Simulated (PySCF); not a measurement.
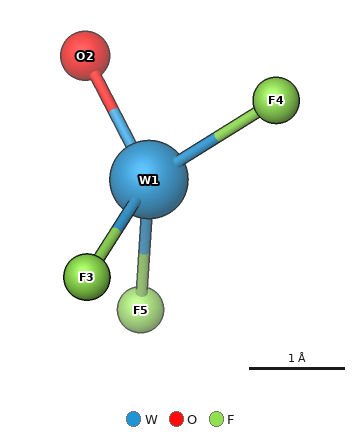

Fig. 1: The structure as given in the input (ball-and-stick view, seen at an oblique angle; atoms are numbered from 1 in the order of the input). Sticks mark near contacts. Bond lengths as drawn: F–W 1.85 to 1.88 Å and O–W 1.70 Å.

# What a change does: single-point calculation on WOF3

System: WOF3 (W(O)(F)3), multiplicity 2.
Method of run 1: UKS TPSSh, W def2-SVP with ECP60, O def2-SVP, F def2-SVP; non-relativistic Hamiltonian with a scalar-relativistic core potential; density fitting (PySCF 2.14.0).

Text and figures count atoms from 1; the logs count them from 0 in places.

## The input, run 1
```python
mol = gto.M(atom='''
W     -0.04624     0.09472    -0.05111
O      1.05239     1.17007     0.67828
F     -1.25259    -1.15750     0.67366
F      1.08815    -1.16887    -0.79593
F     -1.35187     1.25240    -0.67973''',
    basis={'W': 'def2-SVP', 'O': 'def2-SVP', 'F': 'def2-SVP'},
    ecp={'W': 'def2-SVP'},
    charge=0, spin=1)
mf = dft.UKS(mol, xc='TPSSH')
mf.grids.atom_grid = (75, 302)  # f atoms: at least (60, 302), unpruned
mf = mf.density_fit()  # W def2-universal-JKFIT, O def2-universal-JKFIT, F def2-universal-JKFIT
mf.conv_tol = 1e-08; mf.max_cycle = 55
mf.kernel(dm0)
```

The script is an equivalent of the set-up of the self-consistent field. The run itself was carried out by a driver, which started from the orbitals of the step before it where there was one and computed the further properties.

Command:
```bash
OMP_NUM_THREADS=2 python <driver script>
```

Hardware: 2 threads of Arm Neoverse V1, 24 GiB of memory available, shared host.

## Output (run 1)
```
init E= -441.708899759056
  HOMO = -0.232812549093  LUMO = -0.134773659441  gap/eV = 2.66777
cycle= 1 E= -441.709346011546  delta_E= -0.000446  |g|= 0.0229  |ddm|= 0.0723
  HOMO = -0.238641388734  LUMO = -0.14160321092  gap/eV = 2.64054
cycle= 2 E= -441.706720171496  delta_E= 0.00263  |g|= 0.0842  |ddm|= 0.0752
  HOMO = -0.235784440576  LUMO = -0.138246719867  gap/eV = 2.65414
cycle= 3 E= -441.709544864504  delta_E= -0.00282  |g|= 0.00731  |ddm|= 0.0575
  HOMO = -0.235007931296  LUMO = -0.137483104801  gap/eV = 2.65379
cycle= 4 E= -441.709565990488  delta_E= -2.11e-05  |g|= 0.00238  |ddm|= 0.00694
  HOMO = -0.234826754093  LUMO = -0.137324475158  gap/eV = 2.65317
cycle= 5 E= -441.709567894634  delta_E= -1.9e-06  |g|= 0.000208  |ddm|= 0.00155
  HOMO = -0.234864449297  LUMO = -0.137375021388  gap/eV = 2.65282
cycle= 6 E= -441.709567936842  delta_E= -4.22e-08  |g|= 0.000132  |ddm|= 0.000609
  HOMO = -0.234861875149  LUMO = -0.137374282556  gap/eV = 2.65277
cycle= 7 E= -441.709567942785  delta_E= -5.94e-09  |g|= 8.69e-05  |ddm|= 0.000151
  HOMO = -0.23485428233  LUMO = -0.137367155003  gap/eV = 2.65276
Extra cycle  E= -441.709567930215  delta_E= 1.26e-08  |g|= 0.00021  |ddm|= 0.00021
converged SCF energy = -441.709567930215  <S^2> = 0.75215279  2S+1 = 2.0021516
```

For run 2 the input was changed thus:
```diff
-mf = dft.UKS(mol, xc='TPSSH')
+mf = dft.UKS(mol, xc='B88,P86')
```

Predict how the results change.

The total energies belong to different methods, so their difference says nothing on which is more stable or more accurate. The largest force goes from 0.148 to 0.702 eV/Å. The functional changes from TPSSH to B88,P86. On the same kind of shared host run 2 took about 0.68 times as long.

## Output (run 2)
```
init E= -441.854566423121
  HOMO = -0.214903260466  LUMO = -0.162333872243  gap/eV = 1.43049
cycle= 1 E= -441.849620336241  delta_E= 0.00495  |g|= 0.139  |ddm|= 0.213
  HOMO = -0.184698322274  LUMO = -0.132488550897  gap/eV = 1.42070
cycle= 2 E= -441.771763638438  delta_E= 0.0779  |g|= 0.459  |ddm|= 0.422
  HOMO = -0.206391310077  LUMO = -0.155268561025  gap/eV = 1.39112
cycle= 3 E= -441.853781504085  delta_E= -0.082  |g|= 0.0932  |ddm|= 0.342
  HOMO = -0.207698248399  LUMO = -0.156493867041  gap/eV = 1.39334
cycle= 4 E= -441.857235174484  delta_E= -0.00345  |g|= 0.00513  |ddm|= 0.0617
  HOMO = -0.209031001799  LUMO = -0.157823099331  gap/eV = 1.39344
cycle= 5 E= -441.857236881224  delta_E= -1.71e-06  |g|= 0.00422  |ddm|= 0.00749
  HOMO = -0.208654224872  LUMO = -0.157444380462  gap/eV = 1.39349
cycle= 6 E= -441.857242708921  delta_E= -5.83e-06  |g|= 0.00222  |ddm|= 0.00369
  HOMO = -0.208540680493  LUMO = -0.157327770739  gap/eV = 1.39357
cycle= 7 E= -441.857244588287  delta_E= -1.88e-06  |g|= 0.000268  |ddm|= 0.00161
  HOMO = -0.208533672436  LUMO = -0.157322109363  gap/eV = 1.39354
cycle= 8 E= -441.857244615128  delta_E= -2.68e-08  |g|= 6.76e-05  |ddm|= 0.000162
  HOMO = -0.208527272751  LUMO = -0.157316554756  gap/eV = 1.39351
cycle= 9 E= -441.857244617411  delta_E= -2.28e-09  |g|= 1.27e-05  |ddm|= 7.3e-05
  HOMO = -0.208530033059  LUMO = -0.157319974609  gap/eV = 1.39350
Extra cycle  E= -441.857244617115  delta_E= 2.95e-10  |g|= 3.3e-05  |ddm|= 3.73e-05
converged SCF energy = -441.857244617115  <S^2> = 0.75167026  2S+1 = 2.0016696
```

## The two runs side by side

```csv
quantity,run 1,run 2
outcome,converged,converged
total energy (hartree),−441.709568,−441.857245
dipole moment (D),0.71,0.69
⟨S²⟩,0.752,0.752
largest force (eV/Å),0.148,0.702
basis functions,88,88
wall time (shared host),6.6 s,4.5 s
```
